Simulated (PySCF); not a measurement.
# BOF (fluoro(oxo)borane): B2PLYP/cc-pVTZ

What is the energy change on altering one bond length of BOF (fluoro(oxo)borane) at B2PLYP/cc-pVTZ? Input form: a Python script.

The results are computed with PySCF 2.14.0.

4 further runs of the same task are left out: 1 that didn't finish, 3 set aside as unsound or not needed. Runs told in other sessions of the task aren't counted.

### Step 1. Starting point

The species is BOF (3 atoms), meant as a singlet with charge 0. As SMILES, `O=BF`. Geometry: relaxed at PBE0-D4/def2-TZVP.

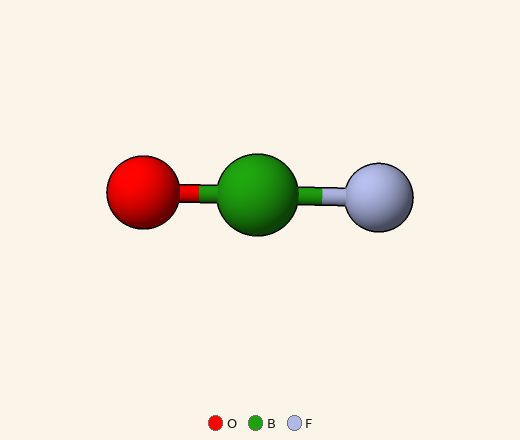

Viewed from a chosen angle; oxygen red, boron green, fluorine light blue.

### Step 2. A single-point energy at B2PLYP/cc-pVTZ

File geometry.xyz:

```xyz
3

O      0.983100    -0.565100     0.479900
B      0.020300    -0.011600     0.009900
F     -1.003400     0.576800    -0.489800
```

File calc.py:

```python
from pyscf import gto, dft, mp

system = gto.M(
    atom='geometry.xyz',
    verbose=3,
    basis='cc-pvtz',
    max_memory=1860,
)

mf = dft.RKS(system, xc='0.53*HF + 0.47*B88, 0.73*LYP')
mf.grids.level = 5
mf.conv_tol = 1e-10
mf.kernel()
if not mf.converged:
    mf = mf.newton().run(mf.mo_coeff, mf.mo_occ)

pt = mp.MP2(mf, frozen=3).run()
e_tot = mf.e_tot + 0.27 * pt.e_corr
print('PT2 part  %.8f' % (0.27 * pt.e_corr))
print(f'total energy: {e_tot:.8f} hartree')
```

Command:

```bash
$ OMP_NUM_THREADS=1 python calc.py
```

Standard output:

```text
converged SCF energy = -199.780653716749
E(RMP2) = -200.468154887833  E_corr = -0.687501171084286
E(SCS-RMP2) = -200.446523961322  E_corr = -0.665870244572483
PT2 part  -0.18562532
total energy: -199.96627903 hartree
```

Run time: 7.5 s. Hardware: 1 thread of Arm Neoverse V2, shared host; peak memory 0.43 GiB.

### Step 3. The distorted shape at the same level

File job.py:

```python
from pyscf import gto, dft, mp

molecule = gto.Mole()
molecule.atom = '''
O      4.041064    -2.323018     1.972666
B      0.038361    -0.021921     0.018708
F     -1.896151     1.089994    -0.925588
'''
molecule.unit = 'bohr'
molecule.basis = 'cc-pvtz'
molecule.max_memory = 1860
molecule.verbose = 4
molecule.spin = 0
molecule.build()

myscf = dft.RKS(molecule)
myscf.xc = '0.53*HF + 0.47*B88, 0.73*LYP'
myscf.conv_tol = 1e-10
myscf.grids.level = 5
myscf.kernel()
if not myscf.converged:
    myscf = myscf.newton().run(myscf.mo_coeff, myscf.mo_occ)

pt = mp.MP2(myscf, frozen=3).run()
e_final = myscf.e_tot + 0.27 * pt.e_corr
print('PT2 part  %.8f' % (0.27 * pt.e_corr))
print('E(%s) = %.9f' % ('B2PLYP', e_final))
```

Command:

```bash
$ OMP_NUM_THREADS=1 python job.py
```

Standard output:

```text
PySCF version 2.14.0

[INPUT] num. atoms = 3
[INPUT] num. electrons = 22
[INPUT] charge = 0
[INPUT] spin (= nelec alpha-beta = 2S) = 0
[INPUT] symmetry False subgroup None
[INPUT] Mole.unit = bohr
[INPUT] Symbol           X                Y                Z      unit          X                Y                Z       unit  Magmom
[INPUT]  1 O      2.138438976669  -1.229288186157   1.043889891957 AA    4.041064000000  -2.323018000000   1.972666000000 Bohr   0.0
[INPUT]  2 B      0.020299766988  -0.011600093641   0.009899847262 AA    0.038361000000  -0.021921000000   0.018708000000 Bohr   0.0
[INPUT]  3 F     -1.003399897663   0.576799984840  -0.489800076301 AA   -1.896151000000   1.089994000000  -0.925588000000 Bohr   0.0

nuclear repulsion = 36.233613303322
number of shells = 27
number of NR pGTOs = 126
number of NR cGTOs = 90
basis = cc-pvtz
ecp = {}

******** <class 'pyscf.dft.rks.RKS'> ********
method = RKS
initial guess = minao
damping factor = 0
level_shift factor = 0
DIIS = <class 'pyscf.scf.diis.CDIIS'>
diis_start_cycle = 1
diis_space = 8
diis_damp = 0
SCF conv_tol = 1e-10
SCF conv_tol_grad = None
SCF max_cycles = 50
direct_scf = True
direct_scf_tol = 1e-13
XC library pyscf.dft.libxc version 7.0.0
    S. Lehtola, C. Steigemann, M. J.T. Oliveira, and M. A.L. Marques.,  SoftwareX 7, 1–5 (2018)
XC functionals = 0.53*HF + 0.47*B88, 0.73*LYP
    A. D. Becke.,  Phys. Rev. A 38, 3098 (1988)
    C. Lee, W. Yang, and R. G. Parr.,  Phys. Rev. B 37, 785 (1988)
    B. Miehlich, A. Savin, H. Stoll, and H. Preuss.,  Chem. Phys. Lett. 157, 200 (1989)
radial grids:
    Treutler-Ahlrichs [JCP 102, 346 (1995); DOI:10.1063/1.469408] (M4) radial grids

becke partition: Becke, JCP 88, 2547 (1988); DOI:10.1063/1.454033
pruning grids: <function nwchem_prune>
grids dens level: 5
symmetrized grids: False
atomic radii adjust function: <function treutler_atomic_radii_adjust>
small_rho_cutoff = 0
Set gradient conv threshold to 1e-05
Initial guess from minao.
tot grids = 130016
init E= -199.286201390299
  HOMO = -0.371712909606488  LUMO = -0.257626979201149  gap/eV = 3.10444
cycle= 1 E= -198.662251919879  delta_E= 0.624  |g|= 1.37  |ddm|= 1.41
  HOMO = -0.331673127254231  LUMO = -0.0583783851970292  gap/eV = 7.43673
cycle= 2 E= -190.878859365984  delta_E= 7.78  |g|= 3.43  |ddm|= 2.81
  HOMO = -0.270443732426653  LUMO = -0.165738590294211  gap/eV = 2.84917
cycle= 3 E= -199.316739014059  delta_E= -8.44  |g|= 0.503  |ddm|= 2.64
  HOMO = -0.299894847508621  LUMO = -0.117101203074817  gap/eV = 4.97407
cycle= 4 E= -199.423685253445  delta_E= -0.107  |g|= 0.366  |ddm|=  0.5
  HOMO = -0.35148867389372  LUMO = -0.10886298637338  gap/eV = 6.60218
cycle= 5 E= -199.445097253947  delta_E= -0.0214  |g|= 0.0754  |ddm|= 0.155
  HOMO = -0.371145773737634  LUMO = -0.0963500691681283  gap/eV = 7.47757
cycle= 6 E= -199.447306454507  delta_E= -0.00221  |g|= 0.0548  |ddm|= 0.0949
  HOMO = -0.377243561288506  LUMO = -0.10612112852429  gap/eV = 7.37762
cycle= 7 E= -199.448034105662  delta_E= -0.000728  |g|= 0.0238  |ddm|= 0.0406
  HOMO = -0.375319736915992  LUMO = -0.106536388175794  gap/eV = 7.31397
cycle= 8 E= -199.448208660506  delta_E= -0.000175  |g|= 0.00653  |ddm|= 0.0183
  HOMO = -0.375743356495381  LUMO = -0.106767433512884  gap/eV = 7.31921
cycle= 9 E= -199.448228219731  delta_E= -1.96e-05  |g|= 0.000883  |ddm|= 0.00653
  HOMO = -0.375875892850312  LUMO = -0.106567942284865  gap/eV = 7.32824
cycle= 10 E= -199.448228876745  delta_E= -6.57e-07  |g|= 0.00019  |ddm|= 0.00171
  HOMO = -0.375902898085231  LUMO = -0.106526406176156  gap/eV = 7.33011
cycle= 11 E= -199.448228884577  delta_E= -7.83e-09  |g|= 2.61e-05  |ddm|= 0.000145
  HOMO = -0.375899059494799  LUMO = -0.106524421817069  gap/eV = 7.33006
cycle= 12 E= -199.448228884812  delta_E= -2.35e-10  |g|= 7.16e-06  |ddm|= 2.48e-05
  HOMO = -0.375899107265488  LUMO = -0.106525026981151  gap/eV = 7.33004
cycle= 13 E= -199.448228884825  delta_E= -1.31e-11  |g|= 1.24e-06  |ddm|= 4.78e-06
  HOMO = -0.375899271026281  LUMO = -0.106525270942948  gap/eV = 7.33004
Extra cycle  E= -199.448228884827  delta_E= -2.44e-12  |g|= 1.09e-06  |ddm|= 2.56e-06
converged SCF energy = -199.448228884827

******** <class 'pyscf.mp.mp2.RMP2'> ********
nocc = 8, nmo = 87
frozen orbitals 3
E(RMP2) = -200.062098662451  E_corr = -0.613869777623881
E(SCS-RMP2) = -200.059499786104  E_corr = -0.611270901276806
E_corr(same-spin) = -0.144660959852136
E_corr(oppo-spin) = -0.469208817771745
PT2 part  -0.16574484
E(B2PLYP) = -199.613973725
```

Run time: 8.7 s. Hardware: 1 thread of Arm Neoverse V2, shared host; peak memory 0.43 GiB.

### Step 4. Outcome

At B2PLYP/cc-pVTZ, 3 core orbitals frozen:

| quantity | value |
| --- | --- |
| first shape: total energy | -199.96628 Eh |
| first shape: dipole moment (SCF part) | 2.22 D |
| first shape: HOMO energy (SCF part's orbitals) | -11.72 eV |
| first shape: LUMO energy (SCF part's orbitals) | 0.96 eV |
| first shape: HOMO–LUMO gap (SCF part's orbitals) | 12.68 eV |
| distorted shape: total energy | -199.61397 Eh |
| distorted shape: dipole moment (SCF part) | 2.76 D |
| distorted shape: HOMO energy (SCF part's orbitals) | -10.23 eV |
| distorted shape: LUMO energy (SCF part's orbitals) | -2.90 eV |
| distorted shape: HOMO–LUMO gap (SCF part's orbitals) | 7.33 eV |
| energy change with the O1–B2 bond stretched from 1.206 to 2.653 Å | 9.587 eV |

In words: With the O1–B2 bond stretched from 1.206 to 2.653 Å the energy rises by 9.59 eV (221 kcal/mol). The first shape isn't relaxed at this level, so the change isn't measured from a minimum. A restricted reference can't describe the breaking bond well at this length.
